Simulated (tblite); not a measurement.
```xyz
16

C    -2.434   -1.068    0.007
C    -1.973    0.351   -0.171
O    -2.713    1.288   -0.352
C    -0.516    0.530   -0.093
N     0.367   -0.465    0.016
N     1.537    0.105    0.052
C     2.754   -0.639    0.159
N     1.520    1.415   -0.022
C     0.235    1.727   -0.117
Br   -0.353    3.483   -0.233
H    -2.244   -1.372    1.035
H    -1.863   -1.726   -0.642
H    -3.496   -1.145   -0.204
H     2.494   -1.685    0.300
H     3.334   -0.273    1.005
H     3.345   -0.520   -0.750
```

**Where will the first 7 clear peaks of this molecule's radial distribution curve from gas electron diffraction lie, and which pairs make them?**

Peak 1, 1.33 Å: O–C 1.21 Å, N–N 1.30–1.31 Å (×2), N–C 1.33–1.43 Å (×3), C–C 1.41–1.50 Å (×3), not resolved
Peak 2, 1.86 Å: Br–C 1.85 Å
Peak 3, 2.23 Å: N···C 2.09–2.49 Å (×7), N···N 2.21 Å, O···C 2.34–2.40 Å (×2), not resolved
Peak 4, 2.88 Å: Br···N 2.80 Å, Br···C 2.96 Å, not resolved; in its flanks Br···O 3.23 Å
Peak 5, 3.52 Å: C···C 3.47–3.48 Å (×2), N···C 3.53–3.66 Å (×2), Br···C 3.53 Å, O···N 3.56 Å, not resolved
Peak 6, 3.95 Å: Br···N 3.88–4.02 Å (×2), O···N 4.25 Å, not resolved
Peak 7, 5.11 Å: C···C 4.84–5.21 Å (×2), Br···C 5.01–5.18 Å (×2), Br···H 5.36–5.44 Å (×3), not resolved; in its flanks Br···H 5.47–5.92 Å

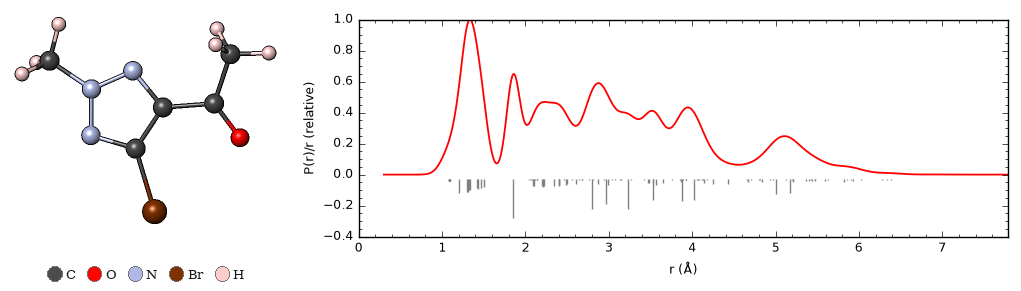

Simulated gas electron diffraction: radial distribution curve of C₅H₆BrN₃O. Each pair of atoms contributes with weight ZᵢZⱼ/r (bars below the curve); damping constant 0.002 Å²; vibrational amplitudes assumed, not computed: 0.05 Å for bonds, 0.078 Å for bonds to H, 0.06 + 0.015 r up to 0.15 Å for other pairs. The geometry is the end point of an optimisation (tblite, GFN2-xTB geometry optimisation, gas phase); it may be a saddle point or a higher isomer.
